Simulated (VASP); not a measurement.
Band structure of K$_{2}$S (space group Fm-3m). Level of theory: PBE GGA, VASP's PBE PAW potentials (set 64) (plane waves; VASP).

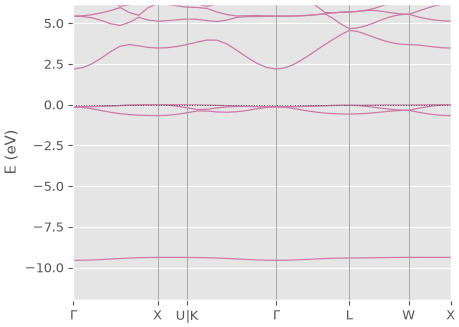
Fig. 1. Bands along high-symmetry lines, zero at the valence-band maximum or, without a gap, the Fermi level

Read the plot: is there a gap, and where are the band edges?

The gap is indirect, 2.19 eV, from the valence maximum at X to the conduction minimum at Γ.

The structure comes from a computed database's K2S entry; how it stands against other phases isn't given here. The cell was not relaxed at this level.
